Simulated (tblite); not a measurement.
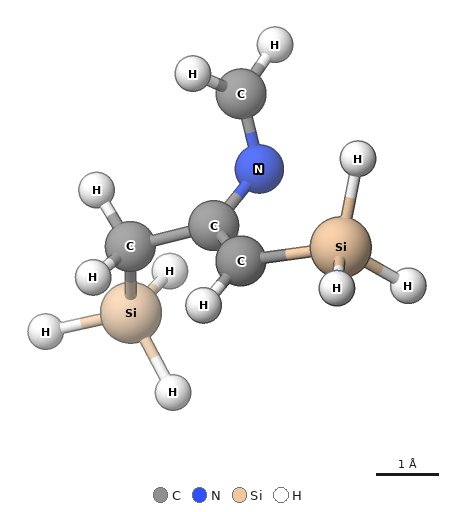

Starting structure of C4H11NSi2. A ball-and-stick model, seen from a free direction.

Method: GFN2-xTB geometry optimisation, gas phase in tblite.

```xyz
18

C    -1.3146    1.5472    1.1259
N    -0.6582    0.4500    1.1242
C    -0.0683    0.1043   -0.0627
C    -0.6315   -0.7805   -0.9111
Si   -2.1766   -1.7458   -0.6776
C     1.2401    0.7726   -0.4057
Si    2.7241    0.1607    0.5603
H    -1.8086    1.8963    2.0558
H    -1.4394    2.1879    0.2365
H    -0.1369   -1.0330   -1.8297
H    -2.5032   -2.4138   -1.9727
H    -2.0273   -2.8013    0.3507
H    -3.3166   -0.8444   -0.3395
H     1.1553    1.8555   -0.2592
H     1.4636    0.6510   -1.4679
H     3.9429    0.8490    0.0832
H     2.6142    0.4570    2.0202
H     2.9322   -1.3062    0.3577
```

Q: Predict the outcome.

A: After 193 geometry steps the energy has fallen by 8.12 kcal/mol. H12 moves most after the best rigid fit: 1.41 Å. By element the largest moves are H 1.41 Å, C 0.53 Å, N 0.41 Å, Si 0.29 Å. Among the contacts that change: C6–Si7 1.873 → 1.911 Å, Si7–H17 1.494 → 1.459 Å, C4–Si5 1.837 → 1.869 Å, Si7–H18 1.495 → 1.464 Å. Among the angles between lasting bonds that change: C1–N2–C3 116.0° → 124.5°, N2–C3–C6 117.3° → 112.1°, C3–C6–Si7 115.2° → 110.1°. Groups turn about N2–C3 by about 50°, C4–Si5 by about 45°.

Step by step:

```tsv
step	E − E(0), kcal/mol
0	0.00
1	-2.29
2	-3.38
3	-3.69
4	-3.92
5	-4.09
6	-4.32
7	-4.48
8	-4.62
9	-4.74
10	-4.85
20	-5.59
29	-5.84
39	-6.00
49	-6.30
58	-6.75
68	-6.90
77	-6.98
87	-7.04
97	-7.07
106	-7.08
116	-7.18
126	-7.65
135	-7.88
145	-7.96
154	-8.00
164	-8.05
174	-8.10
183	-8.11
193	-8.12
```

The structure at the end:

```xyz
18

C    -1.4800    1.0821    1.3103
N    -0.3332    0.6685    1.0208
C     0.0696    0.3086   -0.2480
C    -0.5875   -0.5742   -1.0175
Si   -2.1925   -1.4599   -0.6520
C     1.4111    0.8674   -0.5903
Si    2.7462    0.1112    0.5492
H    -1.7052    1.2893    2.3472
H    -2.2693    1.2692    0.5776
H    -0.0976   -0.8471   -1.9450
H    -2.1065   -2.8176   -1.1981
H    -2.4576   -1.5264    0.7879
H    -3.3133   -0.7677   -1.3056
H     1.4016    1.9498   -0.4498
H     1.6405    0.6694   -1.6366
H     4.0457    0.6214    0.0969
H     2.5019    0.5083    1.9319
H     2.7173   -1.3456    0.4095
```

The end point in the same view:

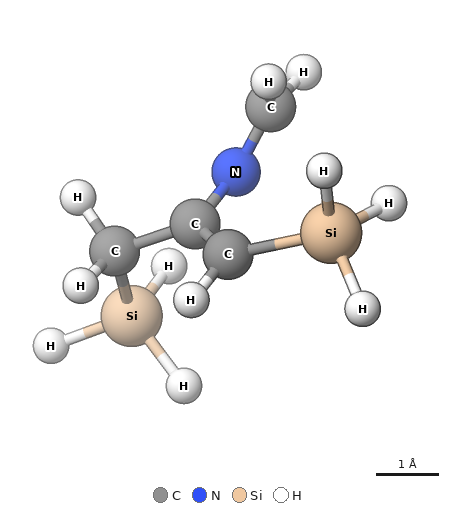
